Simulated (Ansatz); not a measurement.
**Where H_i (bond centre, by N) puts its levels in the gap of Be3N2 (P6_3/mmc)**

Charge states of H_i (bond centre, by N) in Be3N2 (P6_3/mmc), set against the band edges. Model: a cell of 120 host atoms with 1 H put in.

Calculated with Ansatz 0.2.0; place-levels on PBEsol runs: charge-transition levels and formation energies with image-charge correction and potential alignment at the atomic sites.

## (1) The structure

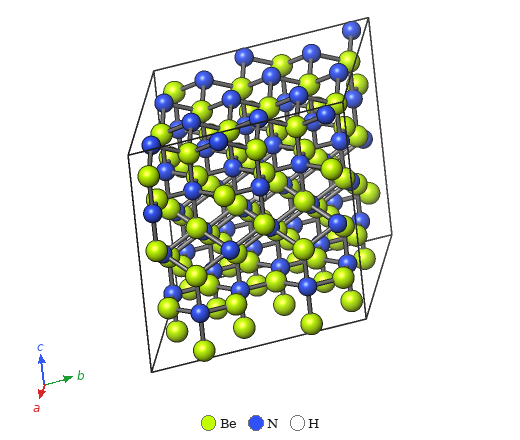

The cell as given, slightly off an axis (beryllium green, nitrogen blue, hydrogen white). Some periodic images of atoms are drawn too.

The cell holds 121 atoms: 72 Be, 48 N and 1 H. Cell: a = 9.829 Å, b = 9.829 Å, c = 9.710 Å, α = 90.0°, β = 90.0°, γ = 120.0°. It derives from Be3N2 (space group P6_3/mmc). Nearest the centre at fractional (0.500, 0.583, 0.539): H121 at 0.00 Å, Be94 at 0.90 Å, N112 at 0.90 Å, Be42 at 1.82 Å, Be101 at 1.82 Å, Be95 at 2.20 Å, Be6 at 2.20 Å, N54 at 2.20 Å.

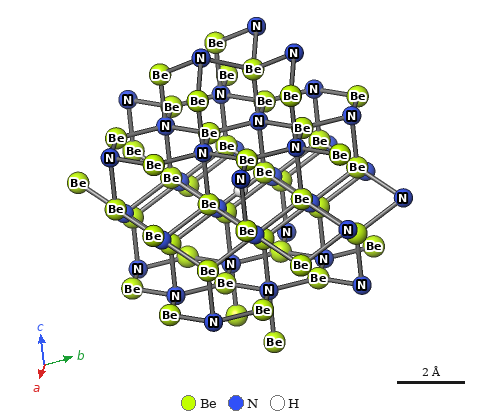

The atoms within 5 Å of the centre.

The host's dielectric constants go in as inputs: (4.54, 4.54, 5.47) for the electrons alone, (11.71, 11.71, 32.82) with the ions, from a response run on this crystal (DFPT, PBEsol) at that run's own cell.

The cell's shortest repeat is 9.7 Å.

## (2) Charge states

Levels follow from differences of total energies between charge states, each relaxed by itself.

Each atom starts 0.05 Å or so off its site in a random direction: a symmetric start keeps its symmetry, and would miss off-centre moves and Jahn–Teller distortions. Forces are taken at one point at (¼, ¼, ¼). The cell holds 1 electron more than the neutral one, with a uniform background that keeps it neutral on the whole.

The sampling was tested on the host first: at the k-points planned (1x1x1 shifted 0.25 0.25 0.25) its energy lies -0.001 eV an atom from the dense-mesh value, under the bound of 0.02 eV set for this test; that bounds the host's error, not the defect's.

One state's input; the others differ in charge, spin, start and seed, and in occupations where the table says so.

qm1.relax/input.yaml

```yaml
crystal:
  lattice:
    - [4.25594168, 2.45716908, 0.0]
    - [-4.25594168, 2.45716908, 0.0]
    - [0.0, 0.0, 9.71005664]
  atoms:
    - { symbol: Be, position: [0.0, 0.66666667, 0.07824696] }
    - { symbol: Be, position: [0.33333333, 0.33333333, 0.07824696] }
    - { symbol: Be, position: [0.66666667, 0.0, 0.07824696] }
    - { symbol: Be, position: [0.0, 0.33333333, 0.57824696] }
    - { symbol: Be, position: [0.33333333, 0.0, 0.57824696] }
    - { symbol: Be, position: [0.66666667, 0.66666667, 0.57824696] }
    - { symbol: Be, position: [0.0, 0.33333333, 0.92175304] }
    - { symbol: Be, position: [0.33333333, 0.0, 0.92175304] }
    - { symbol: Be, position: [0.66666667, 0.66666667, 0.92175304] }
    - { symbol: Be, position: [0.0, 0.66666667, 0.42175304] }
    - { symbol: Be, position: [0.33333333, 0.33333333, 0.42175304] }
    - { symbol: Be, position: [0.66666667, 0.0, 0.42175304] }
    - { symbol: Be, position: [0.0, 0.0, 0.25] }
    - { symbol: Be, position: [0.33333333, 0.66666667, 0.25] }
    - { symbol: Be, position: [0.66666667, 0.33333333, 0.25] }
    - { symbol: Be, position: [0.0, 0.0, 0.75] }
    - { symbol: Be, position: [0.33333333, 0.66666667, 0.75] }
    - { symbol: Be, position: [0.66666667, 0.33333333, 0.75] }
    - { symbol: "N", position: [0.0, 0.0, 0.0] }
    - { symbol: "N", position: [0.33333333, 0.66666667, 0.0] }
    - { symbol: "N", position: [0.66666667, 0.33333333, 0.0] }
    - { symbol: "N", position: [0.0, 0.0, 0.5] }
    - { symbol: "N", position: [0.33333333, 0.66666667, 0.5] }
    - { symbol: "N", position: [0.66666667, 0.33333333, 0.5] }
    - { symbol: "N", position: [0.0, 0.66666667, 0.25] }
    - { symbol: "N", position: [0.33333333, 0.33333333, 0.25] }
    - { symbol: "N", position: [0.66666667, 0.0, 0.25] }
    - { symbol: "N", position: [0.0, 0.33333333, 0.75] }
    - { symbol: "N", position: [0.33333333, 0.0, 0.75] }
    - { symbol: "N", position: [0.66666667, 0.66666667, 0.75] }
  supercell: [2, 2, 1]
  defects:
    - { interstitial: { symbol: H, position: [0.5, 0.583333, 0.539243] } }
total_charge: -1
basis:
  ecutwfc: 420
  xc_grid: 2
hamiltonian:
  xc: pbesol
kpoints:
  mp_grid: { grid: [1, 1, 1], shift: [0.25, 0.25, 0.25] }
scf:
  occupations: { method: fixed }
  max_iter: 60
output:
  forces: true
  charged_corrections:
    epsilon: [4.54, 4.54, 5.47]
    static_epsilon: [11.71, 11.71, 32.82]
relax:
  f_tol: 0.02
  max_steps: 80
  random_displacement: { amplitude: 0.05, seed: 6304 }
checkpoint:
  write: "../qm1.relax.run"
  compress: false
  write_wavefunctions: true
  write_every: 100000
```

Run with:

```sh
ansatz run input.yaml --threads 4 --pin off --max-ram 7536MiB --backend cpu --events-out ev --progress --plain --runs-dir out
```

Defect states can disperse in a cell of this size, so the energy is taken again at a 2×2×2 shifted mesh, on the relaxed structure.

The run of this state that the levels use, under PBEsol:

qm1.point/input.yaml

```yaml
crystal:
  checkpoint: "../qm1.relax.run"
  host: checkpoint
total_charge: -1
basis:
  ecutwfc: 420
  xc_grid: 2
hamiltonian:
  xc: pbesol
kpoints:
  mp_grid: { grid: [2, 2, 2], shift: [0.5, 0.5, 0.5] }
scf:
  occupations: { method: fermi_dirac, width: 0.01 }
  max_iter: 60
output:
  forces: true
  eigenvalues: true
  charged_corrections:
    epsilon: [4.54, 4.54, 5.47]
    static_epsilon: [11.71, 11.71, 32.82]
    defect_position: [0.5, 0.583333, 0.539243]
  eigenstates: { localisation: true }
  populations: true
  band_densities: [{ bands: [v1, v1] }, { bands: [c1, c1] }]
  write_density: true
  write_potential: true
  volumetric_format: npy
checkpoint:
  read: "../qm1.relax.run"
  write: "../qm1.point.run"
  compress: false
  write_wavefunctions: false
  write_every: 100000
```

Relaxations under PBEsol at one point at (¼, ¼, ¼); times on 4 threads of Arm Neoverse V2, shared host:

| charge | moment (μB) | occupations | outcome | steps | largest displacement against the far atoms (Å) | time |
| --- | --- | --- | --- | --- | --- | --- |
| −1 | 0 | fixed | converged | 18 | 1.67 | 2.8 min |
| 0 | 1 | fixed | converged | 15 | 1.72 | 5.7 min |
| +1 | 0 | fixed | converged | 10 | 1.01 | 98 s |

Single points under PBEsol at a 2×2×2 shifted mesh; times on 4 threads of Arm Neoverse V2, shared host:

| charge | moment (μB) | occupations | outcome | time |
| --- | --- | --- | --- | --- |
| −1 | 0 | fermi-dirac | converged | 1.7 min |
| 0 | 1 | fermi-dirac | converged | 3.5 min |
| +1 | 0 | fermi-dirac | converged | 1.8 min |

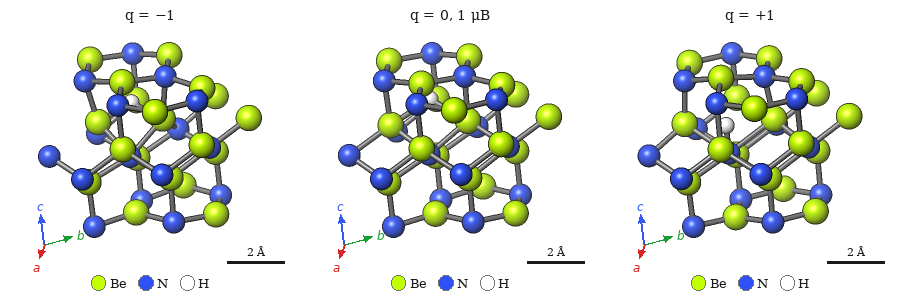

The structures near the centre after relaxation with PBEsol, by charge.

Distances (Å) from H121 to the nearest atoms after relaxation with PBEsol:

| charge | moment (μB) | 1. | 2. | 3. | 4. | 5. | 6. |
| --- | --- | --- | --- | --- | --- | --- | --- |
| −1 | 0 | Be 1.40 | Be 1.40 | Be 1.40 | N 2.07 | N 2.07 | N 2.07 |
| 0 | 1 | Be 1.70 | Be 1.70 | Be 1.70 | N 1.98 | N 1.98 | N 1.98 |
| +1 | 0 | N 1.04 | Be 1.79 | Be 1.84 | Be 1.84 | Be 1.84 | N 2.19 |

## (3) Placing the levels, PBEsol

A charged cell interacts with its images and the background, and its potential has another zero than the host's. place-levels removes the first by a point-charge model, screened by the static dielectric constant since the ions have relaxed around the charge, and the second by comparing potentials at atoms far from the defect.

The host is a run of the defect-free crystal in the same cutoffs, grids and k-points, so that basis and sampling errors cancel in part in the differences. Its band edges come from a run of the primitive cell that searches the zone for them. The host is run in a cell of 30 atoms on a matching mesh. Chemical potentials are energies per atom of H (H2 molecule), run with the same functional and cutoff.

levels.point.yaml

```yaml
host:
  run: host.point.run
  levels_from: { run: edges.point.run }
states: [qm1.point.run, q0_M1.point.run, qp1.point.run]
geometry_from:
  qm1.point.run: qm1.relax.run
  q0_M1.point.run: q0_M1.relax.run
  qp1.point.run: qp1.relax.run
  host.point.run: host.relax.run
chemical_potentials:
  H:
    energy: -15.609288
    dataset: "<sha256 of the dataset>"
epsilon: [4.54, 4.54, 5.47]
static_epsilon: [11.71, 11.71, 32.82]
vertical:
  - { from: qm1.point.run, to: qm1.point_neutral.run }
  - { from: qp1.point.run, to: qp1.point_neutral.run }
```

Run with:

```sh
ansatz place-levels levels.point.yaml -- --threads 4 --pin off --max-ram 7536MiB
```

Numbers of over 12 decimals in the logs are rounded to 6 here.

The log of the run:

```text
[... repeated set-up lines and file paths are left out, and long positions are rounded to six places ...]
(+1/0) 3.217 eV above the valence edge, 0.031 eV under the conduction edge; not on the lower envelope
(0/-1) 1.367 eV above the valence edge, 1.880 eV under the conduction edge; not on the lower envelope
(+1/-1) 2.292 eV above the valence edge, 0.955 eV under the conduction edge: charges between them are lowest nowhere
formation energy of charge +1: -0.027 eV with the Fermi level at the valence edge
formation energy of charge 0: +3.189 eV with the Fermi level at the valence edge
formation energy of charge -1: +4.557 eV with the Fermi level at the valence edge
vertical -1 to 0: no energy, since no alignment is typed
  the change from vertical[0].from (qm1.point.run) to vertical[0].to (qm1.point_neutral.run): by its potential at epsilon [4.54, 4.54, 5.47] it stands at 0.336 0.502 0.586, with an rms radius of about 3.0 Å (1.7 1.7 1.8 Å across the planes of the cell's [...]
vertical +1 to 0: no energy, since no alignment is typed
  the change from vertical[1].from (qp1.point.run) to vertical[1].to (qp1.point_neutral.run): by its potential at epsilon [4.54, 4.54, 5.47] it stands at 0.502 0.505 0.649, with an rms radius of about 6.8 Å (3.6 3.6 4.6 Å across the planes of the cell's [...]
  edges by pbesol of host.levels_from (edges.point.run), its mesh sampled to repeats of 29.13 Å (the valence edge +0.143 eV and the conduction edge -0.627 eV from those of the host's own run), gap 3.247 eV; the host is sampled to repeats of 19.66 Å
  the defect's cells are sampled to repeats of 19.66 Å, like sampling
  charge +1: -24830.2547 eV with its correction of +0.129 eV, at epsilon [11.71, 11.71, 32.82], aligned at sites: +0.0045 eV, mean over 51 atomic sites at or beyond 4.86 Å from the defect at [0.5000, 0.5833, 0.5392], with -0.001512 for the charge's moments [...]
  charge 0: +0.000 eV for its dipole among its images, +0.138 omitted
  charge -1: -24809.7609 eV with its correction of +0.228 eV, at epsilon [11.71, 11.71, 32.82], aligned at sites: -0.1039 eV, mean over 51 atomic sites at or beyond 4.86 Å from the defect at [0.5000, 0.5833, 0.5392], with -0.140780 for the charge's moments [...]
  of states[2] (qp1.point.run): it parts from the run at its places by a charge that spreads by about 4.6 Å along one vector (1.7 Å or more is wide), by its potential at epsilon [4.54, 4.54, 5.47], taken for that of held ions (one typed too small widens it), [...]
  of states[1] (q0_M1.point.run): the far atoms show a dipole or second moment of the defect's charge, for which the correction takes or leaves out 0.138 eV: further moments aren't read, and the relaxed atoms' own pattern can pass for one, so compare a larger [...]
  of states[0] (qm1.point.run): it parts from the run at its places by a charge that spreads by about 1.7 Å along one vector (1.5 Å or more is wide), by its potential at epsilon [4.54, 4.54, 5.47], taken for that of held ions (one typed too small widens it), [...]
  of vertical[0].from (qm1.point.run): its displacements don't fall off away from the defect: farther atoms stand 0.021 Å off the host's places. [...]
  vertical[0].to (qm1.point_neutral.run): levels filled in part (TS 0.006 eV): its energy is of no whole electron's
  of vertical[0].to (qm1.point_neutral.run): its displacements don't fall off away from the defect: farther atoms stand 0.021 Å off the host's places. [...]
  of vertical[1].from (qp1.point.run): its displacements don't fall off away from the defect: farther atoms stand 0.016 Å off the host's places. [...]
  vertical[1].to (qp1.point_neutral.run): levels filled in part (TS 0.006 eV): its energy is of no whole electron's
  of vertical[1].to (qp1.point_neutral.run): its displacements don't fall off away from the defect: farther atoms stand 0.016 Å off the host's places. [...]
```

The job ended after 0.39 s (4 threads of Arm Neoverse V2, shared host).

Under PBEsol the gap is 3.25 eV, (+1/0) 3.22, (0/−1) 1.37 eV; the steps are inverted, so the lowest state changes at (+1/−1) 2.29 eV.

Levels between the charges placed, in eV above the valence top:

|  | gap (eV) | (+1/0) | (0/−1) |
| --- | --- | --- | --- |
| PBEsol | 3.25 | 3.22 | 1.37 |

Corrections by state:

| charge | moment (μB) | image terms and alignment (eV) | band filling (eV) | ε used | over the lowest of its charge, as the program ranks them, band filling apart (eV) |
| --- | --- | --- | --- | --- | --- |
| +1 | 0.0 | 0.129 | - | principal values (11.71, 11.71, 32.82) | 0.000 |
| 0 | 1.0 | 0.000 | - | - | 0.000 |
| −1 | 0.0 | 0.228 | - | principal values (11.71, 11.71, 32.82) | 0.000 |

The charged structures listed were also run neutral, and place-levels reads from each pair, by the potential or the spins, how wide the charge is by which they differ; that can be the carrier of either run.

| charge | rms radius (Å) | spread where it is widest against the cell (Å) | wide from (Å) | reading |
| --- | --- | --- | --- | --- |
| +1 | 6.8 | 4.58 | 1.68 | wide |
| −1 | 3.0 | 1.67 | 1.47 | wide |

The neutral runs of these pairs need not share the spin of the lowest neutral state, and very wide values only mean spread over the cell.

From the program's caveats on the states, each cut to its opening words:

- charge +1: it parts from the run at its places by a charge that spreads by about 4.6 Å along one vector (1.7 Å or more is wide), by its potential at epsilon [4.54, 4.54, [...]
- charge +1: its displacements don't fall off away from the defect: farther atoms stand 0.016 Å off the host's places
- charge 0 (1 μB): the far atoms show a dipole or second moment of the defect's charge, for which the correction takes or leaves out 0.138 eV: further moments aren't read, and [...]
- charge 0 (1 μB): its displacements don't fall off away from the defect: farther atoms stand 0.012 Å off the host's places
- charge −1: it parts from the run at its places by a charge that spreads by about 1.7 Å along one vector (1.5 Å or more is wide), by its potential at epsilon [4.54, 4.54, [...]
- charge −1: the far atoms show a dipole or second moment of the defect's charge, for which the correction takes or leaves out 0.141 eV: further moments aren't read, and [...]
- charge −1: its displacements don't fall off away from the defect: farther atoms stand 0.021 Å off the host's places

Chemical potentials of the elements' reference phases, run alike. Formation energy by charge state (elemental references; gap 3.25 eV):

| charge | at valence top (eV) | at conduction bottom (eV) | correction included (eV) |
| --- | --- | --- | --- |
| +1 | -0.03 | 3.22 | 0.13 |
| 0 | 3.19 | 3.19 | 0.00 |
| −1 | 4.56 | 1.31 | 0.23 |

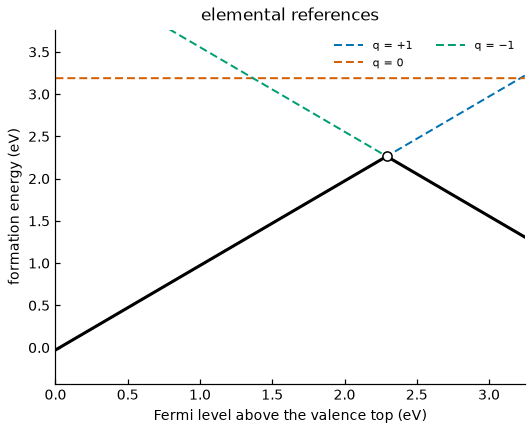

Formation energy against Fermi level; the thick line follows the lowest charge state and circles mark the transition levels.

[end of part 1 of 2]

[Logs are printed without paths, hosts, clocks, repeated set-up lines and the standing remarks that a program may print on its own settings, such as how far it seeks lower states.]

[Hosts, paths, dates, database ids (printed as entryN), source tags and the programs' standing remarks are cut or masked in the printed files.]

[Where a table of states has a column of steps, it counts the stored structures, which are thinned; the runs took as many ionic steps or more.]

[A defect's name tells the site on which it was built; relaxed atoms can leave that site.]

[For some hosts the program warned that the k-mesh of the response run may be too coarse for force constants and the static dielectric constant; such warnings are not shown here.]
